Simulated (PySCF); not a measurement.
# COP−: NMR shifts at several levels of theory

Aim: compute the NMR shifts of COP− (`[O-]C#P`) at several levels, and see how far they spread and what each costs.

Computed with PySCF 2.14.0, with density-fitted response routines of our own, on a single molecule in the gas phase. Atoms count from 0, in the outputs and in this text.

### Step 1. The starting structure

3 atoms, charge -1, multiplicity 1; geometry from: GFN2-xTB.

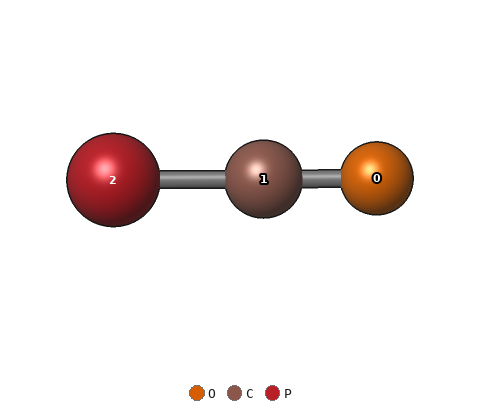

As it starts; oxygen orange, carbon brown, phosphorus red, atoms numbered.

### Step 2. Geometry optimisation at PBE0-D3(BJ)/def2-SVP

The job: settings as JSON, then the geometry in Å.

```
{"job": {"xc": "PBE0", "basis": "def2-SVP", "d3": "d3bj", "grid": 1, "kind": "geom"}, "charge": -1, "multiplicity": 1}
O      0.000000     0.000000    -1.321020
C      0.000000     0.000000    -0.129610
P      0.000000     0.000000     1.450630
```

Output:

```text
step   0  E = -454.25925736  max force = 0.037319
step   1  E = -454.26070666  max force = 0.002837
step   2  E = -454.26071145  max force = 0.000661
step   3  E = -454.26071164  max force = 0.000020
optimisation converged
```

Wall time 1.9 s (2 threads of Arm Neoverse V2, shared host).

Along the way:

```csv
step,energy from step 0 (eV),largest force component (eV/Å)
0,0.0000,1.9190
1,-0.0394,0.1459
2,-0.0396,0.0340
3,-0.0396,0.0010
```

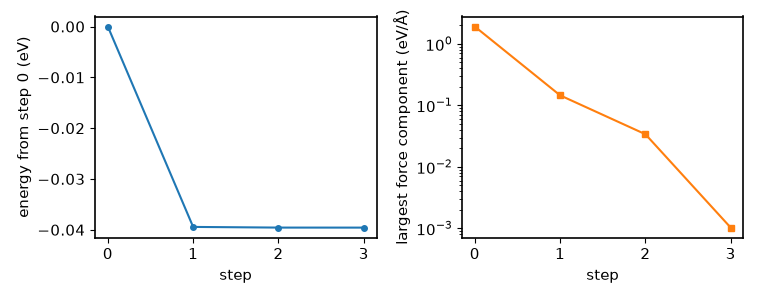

Energy and largest force along the relaxation.

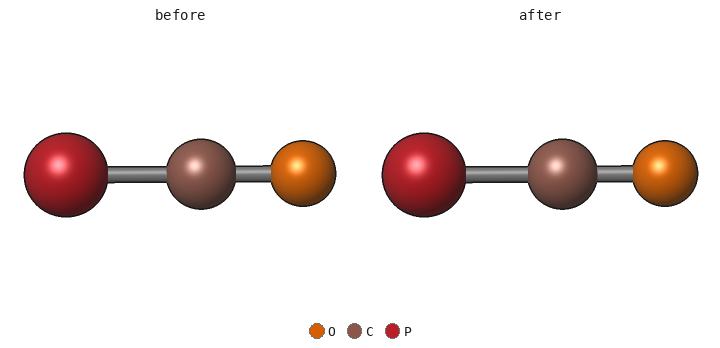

The geometry before (left) and after (right).

Distances of close pairs at the start and the end, largest changes first:

| bond | before (Å) | after (Å) | change (Å) |
| --- | --- | --- | --- |
| C1–P2 | 1.580 | 1.618 | +0.038 |
| O0–C1 | 1.191 | 1.200 | +0.009 |

The end geometry stands in the next job.

```csv
at the end point,value
point group (found at 0.08 Å tolerance),C∞v
"rotational constants (GHz, main isotopes)","5.748, 5.748"
```

### Step 3. NMR shieldings: PBE0/pcSseg-2

The job: settings as JSON, then the geometry in Å.

```
{"job": {"kind": "nmr", "xc": "PBE0", "basis": "pcSseg-2", "pop": false}, "charge": -1, "multiplicity": 1}
O      0.000000     0.000000    -1.339455
C      0.000000     0.000000    -0.139440
P     -0.000000    -0.000000     1.478895
```

Level: GIAO PBE0/pcSseg-2 NMR shielding, non-relativistic, gas phase.

Output:

```text
coarse grid: 3800 points
cycle   1  E = -454.4307301331  dE =  3.171e-01  |g| = 6.608e-01  |ddm| = 1.561e+00
cycle   2  E = -454.0549681613  dE =  3.758e-01  |g| = 1.480e+00  |ddm| = 1.374e+00
cycle   3  E = -454.5087289009  dE = -4.538e-01  |g| = 2.299e-01  |ddm| = 1.034e+00
cycle   4  E = -454.5226687345  dE = -1.394e-02  |g| = 1.000e-01  |ddm| = 2.727e-01
cycle   5  E = -454.5247804574  dE = -2.112e-03  |g| = 4.840e-02  |ddm| = 1.021e-01
cycle   6  E = -454.5254059281  dE = -6.255e-04  |g| = 8.250e-03  |ddm| = 4.379e-02
cycle   7  E = -454.5254267966  dE = -2.087e-05  |g| = 4.398e-04  |ddm| = 7.348e-03
cycle   8  E = -454.5254268523  dE = -5.569e-08  |g| = 7.661e-05  |ddm| = 5.366e-04
final grid: 34344 points
cycle   9  E = -454.5265803034  dE = -1.116e-05  |g| = 7.557e-03  |ddm| = 1.785e-02
cycle  10  E = -454.5265535837  dE =  2.672e-05  |g| = 1.396e-02  |ddm| = 9.230e-03
cycle  11  E = -454.5265909613  dE = -3.738e-05  |g| = 6.933e-04  |ddm| = 6.255e-03
cycle  12  E = -454.5265910815  dE = -1.202e-07  |g| = 9.193e-05  |ddm| = 7.357e-04
cycle  13  E = -454.5265910769  dE =  4.555e-09  |g| = 1.518e-04  |ddm| = 1.719e-04
cycle  14  E = -454.5265910834  dE = -6.522e-09  |g| = 8.312e-06  |ddm| = 1.196e-04
cycle  15  E = -454.5265910835  dE = -1.830e-11  |g| = 1.421e-06  |ddm| = 6.689e-06
converged SCF energy = -454.5265910835

GIAO shielding tensors (ppm)
atom      isotropic    diamagn.    paramagn.     s11        s22        s33       span
  0 O      107.270     400.394    -293.124    -48.064    -48.064    417.937    466.000
  1 C        2.017     259.045    -257.028   -141.953   -141.953    289.957    431.910
  2 P      764.904     971.795    -206.892    660.158    660.158    974.395    314.237
```

Run time: 2.5 s. Hardware: 2 threads of Arm Neoverse V2, shared host.

The references, computed at this level on geometries of the same kind, shield at (ppm): ¹³C TMS 184.1, ¹⁷O H2O 328.2, ³¹P H3PO4 296.6. Their shielding less the atom's gives the shift. The references are single molecules in the gas phase, so shifts against H2O, NH3, PH3, H3PO4 or CFCl3 are not on the usual liquid scales and can be off by tens of ppm.

```
atoms             environment  σ (ppm)  δ (ppm)
   C1   carbon bonded to O, P      2.0    182.1
   O0      oxygen bonded to C    107.3    220.9
   P2  phosphorus bonded to C    764.9   -468.3
```

### Step 4. NMR shieldings: PBE/pcSseg-2

The job: settings as JSON, then the geometry in Å.

```
{"job": {"kind": "nmr", "xc": "PBE", "basis": "pcSseg-2", "pop": false}, "charge": -1, "multiplicity": 1}
O      0.000000     0.000000    -1.339455
C      0.000000     0.000000    -0.139440
P     -0.000000    -0.000000     1.478895
```

Level: GIAO PBE/pcSseg-2 NMR shielding, non-relativistic, gas phase.

Output:

```text
coarse grid: 3800 points
cycle   1  E = -454.3749546046  dE =  3.602e-01  |g| = 7.816e-01  |ddm| = 1.596e+00
cycle   2  E = -453.0842450124  dE =  1.291e+00  |g| = 2.344e+00  |ddm| = 2.572e+00
cycle   3  E = -454.4652083104  dE = -1.381e+00  |g| = 3.902e-01  |ddm| = 2.298e+00
cycle   4  E = -454.5058152598  dE = -4.061e-02  |g| = 1.625e-01  |ddm| = 5.288e-01
cycle   5  E = -454.5101831398  dE = -4.368e-03  |g| = 1.014e-01  |ddm| = 1.803e-01
cycle   6  E = -454.5121080993  dE = -1.925e-03  |g| = 4.692e-02  |ddm| = 1.036e-01
cycle   7  E = -454.5128623931  dE = -7.543e-04  |g| = 4.653e-03  |ddm| = 4.334e-02
cycle   8  E = -454.5128662641  dE = -3.871e-06  |g| = 1.455e-03  |ddm| = 2.446e-03
final grid: 34344 points
cycle   9  E = -454.5145040922  dE =  7.955e-06  |g| = 1.541e-02  |ddm| = 2.424e-02
cycle  10  E = -454.5141085330  dE =  3.956e-04  |g| = 4.769e-02  |ddm| = 2.828e-02
cycle  11  E = -454.5145233214  dE = -4.148e-04  |g| = 8.669e-03  |ddm| = 2.665e-02
cycle  12  E = -454.5145465969  dE = -2.328e-05  |g| = 1.095e-03  |ddm| = 7.510e-03
cycle  13  E = -454.5145469724  dE = -3.755e-07  |g| = 1.360e-04  |ddm| = 1.366e-03
cycle  14  E = -454.5145469758  dE = -3.346e-09  |g| = 2.488e-05  |ddm| = 1.431e-04
cycle  15  E = -454.5145469759  dE = -1.323e-10  |g| = 5.350e-06  |ddm| = 2.992e-05
converged SCF energy = -454.5145469759

GIAO shielding tensors (ppm)
atom      isotropic    diamagn.    paramagn.     s11        s22        s33       span
  0 O      103.030     401.109    -298.079    -54.329    -54.329    417.749    472.078
  1 C        6.211     258.244    -252.033   -136.016   -136.016    290.664    426.680
  2 P      762.999     971.917    -208.918    657.324    657.324    974.347    317.023
```

Run time: 2.7 s. Hardware: 2 threads of Arm Neoverse V2, shared host.

In short: δ C1 173.2, O0 224.8, P2 -481.2 ppm.

### Step 5. NMR shieldings: wB97X-D/pcSseg-2

The job: settings as JSON, then the geometry in Å.

```
{"job": {"kind": "nmr", "xc": "wB97X-D", "basis": "pcSseg-2", "pop": false}, "charge": -1, "multiplicity": 1}
O      0.000000     0.000000    -1.339455
C      0.000000     0.000000    -0.139440
P     -0.000000    -0.000000     1.478895
```

With the program's defaults for keys left out, this is: GIAO wB97X-D/pcSseg-2 NMR shielding, non-relativistic, gas phase.

Output:

```text
coarse grid: 3800 points
cycle   1  E = -454.6347472530  dE =  2.567e-01  |g| = 6.970e-01  |ddm| = 1.508e+00
cycle   2  E = -454.5351766253  dE =  9.957e-02  |g| = 1.071e+00  |ddm| = 8.218e-01
cycle   3  E = -454.7295150616  dE = -1.943e-01  |g| = 1.141e-01  |ddm| = 4.587e-01
cycle   4  E = -454.7324747331  dE = -2.960e-03  |g| = 5.107e-02  |ddm| = 1.268e-01
cycle   5  E = -454.7330395133  dE = -5.648e-04  |g| = 1.540e-02  |ddm| = 4.867e-02
cycle   6  E = -454.7331023691  dE = -6.286e-05  |g| = 4.277e-03  |ddm| = 2.315e-02
cycle   7  E = -454.7331075010  dE = -5.132e-06  |g| = 6.016e-04  |ddm| = 9.365e-03
final grid: 34344 points
cycle   8  E = -454.7346817105  dE = -4.373e-05  |g| = 3.857e-03  |ddm| = 2.197e-02
cycle   9  E = -454.7346799929  dE =  1.718e-06  |g| = 4.436e-03  |ddm| = 6.285e-03
cycle  10  E = -454.7346851762  dE = -5.183e-06  |g| = 7.715e-04  |ddm| = 3.478e-03
cycle  11  E = -454.7346852910  dE = -1.148e-07  |g| = 3.406e-04  |ddm| = 5.983e-04
cycle  12  E = -454.7346853087  dE = -1.764e-08  |g| = 1.340e-04  |ddm| = 2.561e-04
cycle  13  E = -454.7346853126  dE = -3.931e-09  |g| = 2.595e-05  |ddm| = 9.960e-05
cycle  14  E = -454.7346853128  dE = -2.459e-10  |g| = 3.373e-06  |ddm| = 4.713e-05
converged SCF energy = -454.7346853128

GIAO shielding tensors (ppm)
atom      isotropic    diamagn.    paramagn.     s11        s22        s33       span
  0 O      112.642     399.374    -286.732    -40.128    -40.128    418.182    458.310
  1 C       -2.058     259.728    -261.786   -147.968   -147.968    289.762    437.730
  2 P      761.459     971.833    -210.374    654.863    654.863    974.651    319.788
```

It took 3 s on 2 threads of Arm Neoverse V2, shared host.

This run: δ C1 186.5, O0 214.2, P2 -468.4 ppm.

### Step 6. Shielding tensors: KT2/pcSseg-2

The job: settings as JSON, then the geometry in Å.

```
{"job": {"kind": "nmr", "xc": "KT2", "basis": "pcSseg-2", "pop": false}, "charge": -1, "multiplicity": 1}
O      0.000000     0.000000    -1.339455
C      0.000000     0.000000    -0.139440
P     -0.000000    -0.000000     1.478895
```

With the program's defaults for keys left out, this is: GIAO KT2/pcSseg-2 NMR shielding, non-relativistic, gas phase.

Output:

```text
coarse grid: 3800 points
cycle   1  E = -459.2175704314  dE =  3.831e-01  |g| = 8.277e-01  |ddm| = 1.569e+00
cycle   2  E = -457.8943107392  dE =  1.323e+00  |g| = 2.356e+00  |ddm| = 2.561e+00
cycle   3  E = -459.3053924613  dE = -1.411e+00  |g| = 4.474e-01  |ddm| = 2.325e+00
cycle   4  E = -459.3538069518  dE = -4.841e-02  |g| = 2.284e-01  |ddm| = 6.148e-01
cycle   5  E = -459.3599172567  dE = -6.110e-03  |g| = 1.858e-01  |ddm| = 2.998e-01
cycle   6  E = -459.3697464474  dE = -9.829e-03  |g| = 2.909e-02  |ddm| = 1.722e-01
cycle   7  E = -459.3700391279  dE = -2.927e-04  |g| = 2.753e-03  |ddm| = 3.408e-02
cycle   8  E = -459.3700416592  dE = -2.531e-06  |g| = 8.517e-04  |ddm| = 4.192e-03
final grid: 34344 points
cycle   9  E = -459.3921117561  dE = -7.434e-05  |g| = 2.191e-02  |ddm| = 5.262e-02
cycle  10  E = -459.3905477365  dE =  1.564e-03  |g| = 7.289e-02  |ddm| = 7.331e-02
cycle  11  E = -459.3921792866  dE = -1.632e-03  |g| = 1.292e-02  |ddm| = 6.849e-02
cycle  12  E = -459.3922141876  dE = -3.490e-05  |g| = 5.275e-03  |ddm| = 7.742e-03
cycle  13  E = -459.3922214173  dE = -7.230e-06  |g| = 2.993e-04  |ddm| = 3.747e-03
cycle  14  E = -459.3922214395  dE = -2.219e-08  |g| = 9.146e-05  |ddm| = 4.768e-04
cycle  15  E = -459.3922214420  dE = -2.493e-09  |g| = 2.442e-05  |ddm| = 1.227e-04
cycle  16  E = -459.3922214422  dE = -2.021e-10  |g| = 1.162e-06  |ddm| = 2.721e-05
converged SCF energy = -459.3922214422

GIAO shielding tensors (ppm)
atom      isotropic    diamagn.    paramagn.     s11        s22        s33       span
  0 O      108.002     397.411    -289.409    -47.497    -47.497    419.001    466.498
  1 C       15.375     259.660    -244.285   -122.516   -122.516    291.157    413.673
  2 P      780.673     973.789    -193.116    682.684    682.684    976.652    293.968
```

It took 2.9 s on 2 threads of Arm Neoverse V2, shared host.

In short: δ C1 166.9, O0 216.4, P2 -467.6 ppm.

### Step 7. Nuclear shieldings: HF/pcSseg-2

The job: settings as JSON, then the geometry in Å.

```
{"job": {"kind": "nmr", "xc": "HF", "basis": "pcSseg-2", "pop": false}, "charge": -1, "multiplicity": 1}
O      0.000000     0.000000    -1.339455
C      0.000000     0.000000    -0.139440
P     -0.000000    -0.000000     1.478895
```

Level: GIAO HF/pcSseg-2 NMR shielding, non-relativistic, gas phase.

Output:

```text
final grid: 34344 points
cycle   1  E = -453.4621339705  dE =  2.992e-01  |g| = 5.624e-01  |ddm| = 1.486e+00
cycle   2  E = -453.4971603606  dE = -3.503e-02  |g| = 4.363e-01  |ddm| = 4.994e-01
cycle   3  E = -453.5303523617  dE = -3.319e-02  |g| = 4.740e-02  |ddm| = 1.975e-01
cycle   4  E = -453.5310741983  dE = -7.218e-04  |g| = 1.686e-02  |ddm| = 7.166e-02
cycle   5  E = -453.5311536218  dE = -7.942e-05  |g| = 6.531e-03  |ddm| = 2.474e-02
cycle   6  E = -453.5311659764  dE = -1.235e-05  |g| = 1.721e-03  |ddm| = 6.713e-03
cycle   7  E = -453.5311670613  dE = -1.085e-06  |g| = 3.779e-04  |ddm| = 2.473e-03
cycle   8  E = -453.5311671784  dE = -1.171e-07  |g| = 1.508e-04  |ddm| = 8.919e-04
cycle   9  E = -453.5311671934  dE = -1.501e-08  |g| = 3.111e-05  |ddm| = 3.874e-04
cycle  10  E = -453.5311671944  dE = -9.716e-10  |g| = 5.651e-06  |ddm| = 1.238e-04
converged SCF energy = -453.5311671944

GIAO shielding tensors (ppm)
atom      isotropic    diamagn.    paramagn.     s11        s22        s33       span
  0 O      118.619     399.647    -281.028    -31.255    -31.255    418.367    449.622
  1 C      -10.635     259.835    -270.470   -159.819   -159.819    287.732    447.550
  2 P      779.789     971.076    -191.288    682.509    682.509    974.347    291.837
```

Wall time 1 s (2 threads of Arm Neoverse V2, shared host).

In short: δ C1 202.1, O0 207.7, P2 -435.8 ppm.

### Step 8. Comparing the runs: NMR shifts

Shifts (ppm), with basis size and wall time:

```csv
run,C1,O0,P2,functions,time
PBE0/pcSseg-2,182.1,220.9,-468.3,115,2.5 s
PBE/pcSseg-2,173.2,224.8,-481.2,115,2.7 s
wB97X-D/pcSseg-2,186.5,214.2,-468.4,115,3 s
KT2/pcSseg-2,166.9,216.4,-467.6,115,2.9 s
HF/pcSseg-2,202.1,207.7,-435.8,115,1 s
```

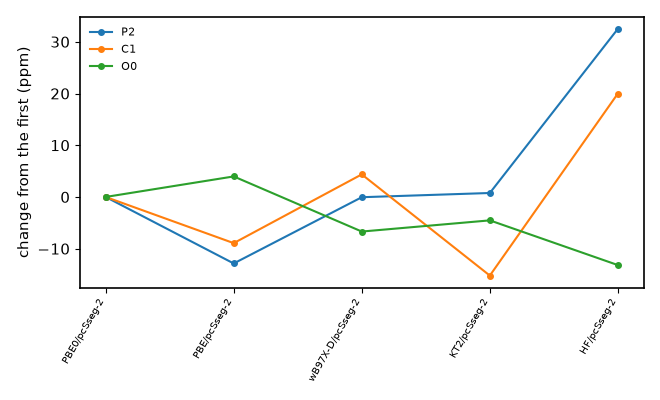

How the tabulated atoms move from run to run.

### Step 9. Results

```
                                quantity                 value
                             point group                   C∞v
    rotational constants (main isotopes)        5.75, 5.75 GHz
  ¹³C shifts against TMS (PBE0/pcSseg-2)             182.1 ppm
  ¹⁷O shifts against H2O (PBE0/pcSseg-2)             220.9 ppm
³¹P shifts against H3PO4 (PBE0/pcSseg-2)            -468.3 ppm
                range of the shift of P2  -481.2 to -435.8 ppm
```

What this shows: Single values in the summary come from the first run of each kind that ended normally (PBE0/pcSseg-2), which need not be the best level. The optimisation took 3 steps and gained 0.040 eV; among the close pairs (by a distance rule), C1–P2 changed most, from 1.580 to 1.618 Å. At PBE0/pcSseg-2: The largest span, 466 ppm, is at O0, where the paramagnetic term is -293 ppm. Across the 5 runs the shift of P2 moves most, between -481.2 (PBE/pcSseg-2) and -435.8 ppm (HF/pcSseg-2).
